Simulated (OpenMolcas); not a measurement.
# One shape, several levels: SnHCl3O (SMILES [OH][Sn]([Cl])([Cl])[Cl])

We compute a comparison of 6 runs (B3LYP/def2-SVP, M06-2X/def2-SVP, M06-L/def2-SVP, PBE/def2-SVP, PBE0/def2-SVP, SVWN5/def2-SVP) of SnHCl3O. 

The results are computed with OpenMolcas 26.06.

## (1) The structure to begin with

The species is SnHCl3O (6 atoms), meant as a singlet with charge 0. As SMILES, `[OH][Sn]([Cl])([Cl])[Cl]`. The coordinates come from a PBE0-D4/def2-TZVP relaxation.

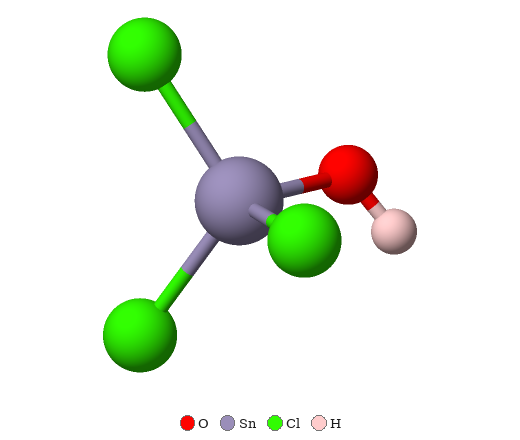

The structure, seen from a chosen angle (oxygen red, tin purple, chlorine green, hydrogen pink).

## (2) Energy and gradient at B3LYP/def2-SVP (core potential) (run 1)

The input, test.input:

```
&GATEWAY
 BASLIB=$CurrDir
 COORD
 6
 angstrom
 O       -0.674300       0.477500       1.363600
 Sn       0.251900      -0.201000      -0.189900
 Cl       1.931200      -1.529700       0.595300
 Cl      -1.175400      -1.411300      -1.519500
 Cl       1.105000       1.525900      -1.439200
 H       -1.396100       1.074500       1.143600
 BASIS=def2-SVP
 GROUP=NoSym

&SEWARD
 GRIDINPUT
 Grid=UltraFine
 End of Grid

&SCF
 KSDFT=B3LYP
 THRESHOLDS=1e-10 1e-07 1e-07 1e-05
 PRORBITALS=1 2

&ALASKA
```

The basis set def2-SVP is read from a file made from the Basis Set Exchange's data (not shown).

On the command line:

```bash
export MOLCAS_MEM=1860
pymolcas test.input > test.log
```

What it wrote:

```text
--- Start Module: gateway ---
[...]
--- Stop Module: gateway /rc=_RC_ALL_IS_WELL_ ---
[...]
      Basis functions           99
[...]
--- Start Module: scf ---
[...]
       Convergence after  17 Iterations
[...]
::    Total KS-DFT energy                           -1670.4742487751
[...]
      Total spin, S                                     0.0000000000
[...]
      Total electronic charge=   82.000000
      Total            charge=   -0.000000
[...]
      Dipole Moment (debye):
      Origin of the operator (angstrom)=    0.3436   -0.2682   -0.3410
                   X= -1.1631E+00               Y=  9.5086E-01               Z= -8.5136E-02           Total=  1.5047E+00
      Quadrupole Moment (debye*angstrom):
[...]
--- Stop Module: scf /rc=_RC_ALL_IS_WELL_ ---
[...]
--- Start Module: alaska ---
[...]
 *              Molecular gradients               *
 **************************************************
  Irreducible representation: a
 ------------------------------------------------------------------------------------------
                              X                       Y                       Z
 ------------------------------------------------------------------------------------------
  O1                3.78616917854657E-03   -2.32036033478611E-03   -1.63377163880760E-02
  SN2              -3.86196505832270E-04    2.26209105052444E-04    3.17744740019332E-03
  CL3              -1.27283715558697E-02    1.00098452171338E-02   -6.14107005207565E-03
  CL4               1.02215329915083E-02    8.74426330944189E-03    9.44932196044235E-03
  CL5              -6.20913588156569E-03   -1.23008233846633E-02    8.81480120057532E-03
  H6                5.31600177322389E-03   -4.35913391218623E-03    1.03721587902017E-03
 ------------------------------------------------------------------------------------------
--- Stop Module: alaska /rc=_RC_ALL_IS_WELL_ ---
[...]
```

Wall time 24 s (1 thread of Intel Xeon 6975P-C (Granite Rapids), shared host); peak memory 0.55 GiB.

## (3) Energy and gradient at M06-2X/def2-SVP (core potential) (run 2)

The input, job.inp:

```
* Cl3HOSn Kohn-Sham DFT
&GATEWAY
BasLib = $CurrDir
BasisSet
O.def2-SVP....
O1 -0.674300 0.477500 1.363600 angstrom
End of Basis
BasisSet
Sn.def2-SVP....
Sn2 0.251900 -0.201000 -0.189900 angstrom
End of Basis
BasisSet
Cl.def2-SVP....
Cl3 1.931200 -1.529700 0.595300 angstrom
Cl4 -1.175400 -1.411300 -1.519500 angstrom
Cl5 1.105000 1.525900 -1.439200 angstrom
End of Basis
BasisSet
H.def2-SVP....
H6 -1.396100 1.074500 1.143600 angstrom
End of Basis
&SEWARD
GridInput
Grid=UltraFine
End of Grid
&SCF
KSDFT = M062X
Thresholds = 1e-10 1e-07 1e-07 1e-05
PrOrbitals = 0
&ALASKA
```

The basis set def2-SVP is read from a file made from the Basis Set Exchange's data (not shown).

On the command line:

```bash
export MOLCAS_MEM=1860
pymolcas job.inp > job.log
```

What it wrote:

```text
--- Start Module: gateway ---
[...]
--- Stop Module: gateway /rc=_RC_ALL_IS_WELL_ ---
[...]
      Basis functions           99
[...]
--- Start Module: scf ---
[...]
       Convergence after  14 Iterations
[...]
::    Total KS-DFT energy                           -1670.2471255919
[...]
      Total spin, S                                     0.0000000000
[...]
      Total electronic charge=   82.000000
      Total            charge=   -0.000000
[...]
      Dipole Moment (debye):
      Origin of the operator (angstrom)=    0.3436   -0.2682   -0.3410
                   X= -1.2118E+00               Y=  9.9214E-01               Z= -1.1234E-01           Total=  1.5702E+00
      Quadrupole Moment (debye*angstrom):
[...]
--- Stop Module: scf /rc=_RC_ALL_IS_WELL_ ---
[...]
--- Start Module: alaska ---
[...]
 *              Molecular gradients               *
 **************************************************
  Irreducible representation: a
 ------------------------------------------------------------------------------------------
                              X                       Y                       Z
 ------------------------------------------------------------------------------------------
  O1                3.42576879593892E-03   -2.43826769464750E-03   -6.94057254689184E-03
  SN2              -1.05433793183618E-04    1.52819125753823E-04    2.35613977194404E-04
  CL3              -9.36553878941027E-03    7.70277801439434E-03   -4.08096267402058E-03
  CL4               6.67820752557802E-03    5.89718126857264E-03    6.38224019623124E-03
  CL5              -4.13277524041611E-03   -8.56025390764259E-03    6.28130457190323E-03
  H6                3.49977150152103E-03   -2.75425680630814E-03   -1.87762352435517E-03
 ------------------------------------------------------------------------------------------
--- Stop Module: alaska /rc=_RC_ALL_IS_WELL_ ---
[...]
```

It took 24 s on 1 thread of Intel Xeon 6975P-C (Granite Rapids), shared host; peak memory 0.55 GiB.

Runs 3 to 5 aren't shown in full; the table further down has their settings and results.

## (4) Energy and gradient at SVWN5/def2-SVP (core potential) (run 6)

The input, mol.inp:

```
* Cl3HOSn Kohn-Sham DFT
>>> EXPORT MOLCAS_PRINT=2

&GATEWAY
 BasLib=$CurrDir
 Coord
 6
 angstrom
 O       -0.674300       0.477500       1.363600
 Sn       0.251900      -0.201000      -0.189900
 Cl       1.931200      -1.529700       0.595300
 Cl      -1.175400      -1.411300      -1.519500
 Cl       1.105000       1.525900      -1.439200
 H       -1.396100       1.074500       1.143600
 Basis=def2-SVP
 Group=NoSym

&SEWARD
 GridInput
 Grid=UltraFine
 End of Grid

&SCF
 KSDFT=SVWN5
 Thresholds=1e-10 1e-07 1e-07 1e-05
 PrOrbitals=1 1

&ALASKA
```

The basis set def2-SVP is read from a file made from the Basis Set Exchange's data (not shown).

On the command line:

```bash
export MOLCAS_MEM=1860
pymolcas mol.inp > mol.log
```

What it wrote:

```text
--- Start Module: gateway ---
[...]
--- Stop Module: gateway /rc=_RC_ALL_IS_WELL_ ---
[...]
      Basis functions           99
[...]
--- Start Module: scf ---
[...]
       Convergence after  17 Iterations
[...]
::    Total KS-DFT energy                           -1665.0546082290
[...]
      Total spin, S                                     0.0000000000
[...]
      Total electronic charge=   82.000000
      Total            charge=   -0.000000
[...]
      Dipole Moment (debye):
      Origin of the operator (angstrom)=    0.3436   -0.2682   -0.3410
                   X= -1.1961E+00               Y=  9.7522E-01               Z= -3.7086E-02           Total=  1.5437E+00
      Quadrupole Moment (debye*angstrom):
[...]
--- Stop Module: scf /rc=_RC_ALL_IS_WELL_ ---
[...]
--- Start Module: alaska ---
[...]
 *              Molecular gradients               *
 **************************************************
  Irreducible representation: a
 ------------------------------------------------------------------------------------------
                              X                       Y                       Z
 ------------------------------------------------------------------------------------------
  O1               -7.95103686525778E-03    7.08776928947241E-03   -1.37472417135100E-02
  SN2              -1.05751913114016E-04   -3.58131476398960E-05    3.41650385439785E-03
  CL3              -5.44101879622971E-03    4.27077801274578E-03   -2.87469073970570E-03
  CL4               4.38345466462309E-03    3.98897263784548E-03    4.33598555131098E-03
  CL5              -2.90225155073820E-03   -5.31876739927029E-03    4.03734426001279E-03
  H6                1.20166044608299E-02   -9.99293939309087E-03    4.83209878742930E-03
 ------------------------------------------------------------------------------------------
--- Stop Module: alaska /rc=_RC_ALL_IS_WELL_ ---
[...]
```

It took 17 s on 1 thread of Intel Xeon 6975P-C (Granite Rapids), shared host; peak memory 0.55 GiB.

## (5) All runs side by side

```tsv
run	level	energy (Eh)	dipole moment (D)	HOMO energy (eV)	LUMO energy (eV)	wall time
1	B3LYP/def2-SVP (core potential)	-1670.474249	1.50	-9.03	-2.84	24 s
2	M06-2X/def2-SVP (core potential)	-1670.247126	1.57	-10.85	-1.38	24 s
3	M06-L/def2-SVP (core potential)	-1670.538872	1.62	-8.21	-3.36	28 s
4	PBE/def2-SVP (core potential)	-1669.719790	1.52	-7.70	-3.50	23 s
5	PBE0/def2-SVP (core potential)	-1669.843384	1.55	-9.44	-2.65	21 s
6	SVWN5/def2-SVP (core potential)	-1665.054608	1.54	-7.83	-3.74	17 s
```

## (6) What came out

| quantity | value |
| --- | --- |
| run 6: total energy | -1665.05461 Eh |
| run 6: dipole moment | 1.54 D |
| run 6: HOMO energy | -7.83 eV |
| run 6: LUMO energy | -3.74 eV |
| run 6: HOMO–LUMO gap | 4.08 eV |
| run 6: largest force on an atom | 0.894 eV/Å |

The dipole moment (its size) runs from 1.50 D (B3LYP/def2-SVP) to 1.62 D (M06-L/def2-SVP). The HOMO–LUMO gap runs from 4.08 eV (SVWN5/def2-SVP) to 9.46 eV (M06-2X/def2-SVP). Totals of different functionals can't be ranked against each other. All runs together took 2.3 min, the longest 28 s.
